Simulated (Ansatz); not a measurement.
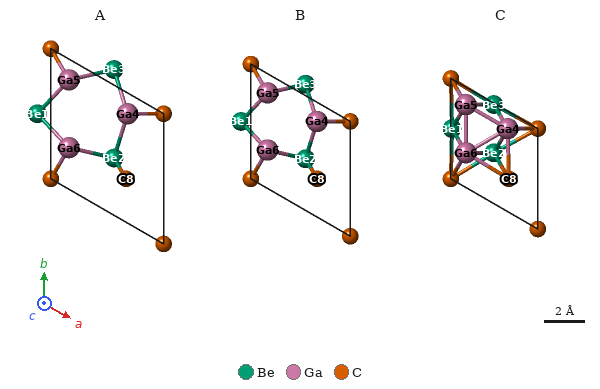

3 geometries from one relaxation of solid Be3Ga3C2 (a generated structure, set up in P-6m2) (coarse preliminary run), in shuffled order. A ball-and-stick model of the cell of the calculation, seen along the c axis.

Computed with DFT PBE, scalar-relativistic, plane waves, PAW (Ansatz 0.2.0). Settings: plane-wave cutoff 420 eV; k-point mesh 6 × 6 × 4; occupations gaussian; smearing width 0.1 eV; no spin polarisation; cell and atoms relaxed; force threshold 0.04 eV/Å; at most 70 steps.

Put them in the order of the run, from the start to the converged end.

C, B, A. They are steps 0, 6, 17, at +737 meV per atom, +227 meV per atom relative to the last. The largest moves relative to the cell, 0.75 Å, are those of Be atoms. By element the largest moves are Be 0.75 Å, Ga 0.15 Å. C stays in place. The volume changes by +11.4 %, with a = b 5.045 → 6.545 Å (+29.7 %), c 4.033 → 2.670 Å (−33.8 %). Some distances before and after: Ga–Ga 2.422 → 3.403 Å, Be–C 2.523 → 3.342 Å, C–Ga 2.523 → 3.273 Å, Be–C 2.520 → 1.802 Å. Bonds break: Ga–Ga (2.42 → 3.40 Å). Bond angles that change, for instance: Be–Ga–Be 59.3° → 112.1°, Ga–Be–Ga 110.5° → 59.7°, Be–Ga–Be 110.5° → 59.7°. The space group stays P-6m2 (No. 187). After 15 accepted moves (17 points after the start) the energy has fallen by 737 meV per atom. The largest force component goes from 2.2 to 0.018 eV/Å. The pressure goes from 4.69 to 0.16 GPa. The SCF was repeated twice at an unchanged geometry on a basis and grid sized afresh for the cell, which shifted the energy by 54.8 meV per atom at most.

Limits of the set-up: the k-point mesh is coarse for a cell with partly filled bands.
